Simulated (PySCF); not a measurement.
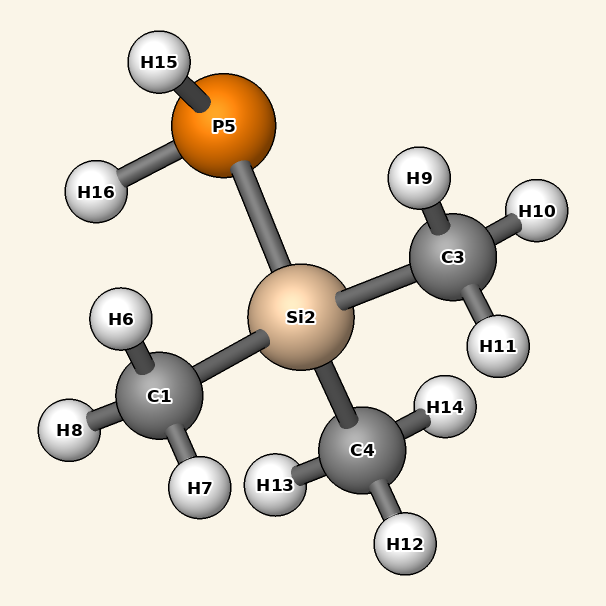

The thickness of each stick grows with its Mayer bond order. The geometry was computed by an optimisation with PBE0-D3(BJ)/def2-TZVP. No frequency run is at hand to confirm it as a minimum. Method: PBE0/pcSseg-2 (PySCF 2.14.0).

List the Mayer bond orders of C1–Si2, C1–H7, C1–H6, Si2–C3, Si2–P5, C3–H9, C3–H10, C3–H11, C4–H13, C4–H14, P5–H15, P5–H16 (one bond of each equivalent set). Atoms whose distances differ by more than 0.02 Å in this geometry are listed apart.

```tsv
bond	Mayer order	length (Å)
C1–Si2	0.91	1.874
C1–H7	0.98	1.094
C1–H6	0.99	1.092
Si2–C3	0.93	1.874
Si2–P5	1.05	2.266
C3–H9	0.98	1.093
C3–H10	0.98	1.092
C3–H11	0.98	1.094
C4–H13	0.98	1.093
C4–H14	0.98	1.092
P5–H15	0.97	1.422
P5–H16	0.97	1.422
```
